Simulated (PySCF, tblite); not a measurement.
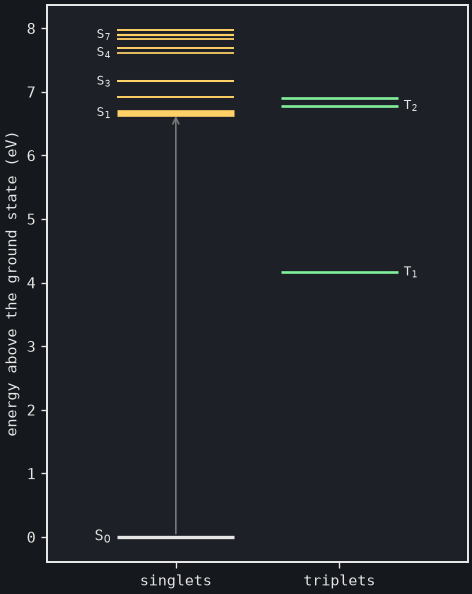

State diagram of C₄H₇ClOSi, SMILES C=C1CO[Si@H](Cl)C1. Vertical TDDFT excitations, CAM-B3LYP/def2-SVPD, PySCF 2.14.0, at a GFN2-xTB geometry (a minimum by its frequencies), gas phase. Triplets in the Tamm-Dancoff approximation; only the lowest 8 singlets and 3 triplets were computed. Thicker singlet lines are brighter; the arrow marks the brightest.

What character does the calculation give T1?

Answer. Mainly HOMO → LUMO (81 %).

What are the energy, strength and character of the state that the arrow marks?

Answer. S1 at 6.67 eV (186 nm), f = 0.303, mainly HOMO → LUMO (95 %).

How many of the triplet levels drawn lie below S1?

Answer. 1 of 3 (T1 4.16 eV, T2 6.78 eV, T3 6.89 eV; S1 6.67 eV).

Caveats: the tight-binding geometry is rougher than a DFT one and adds to the error; one conformer of a flexible molecule; core orbitals are frozen in the response.
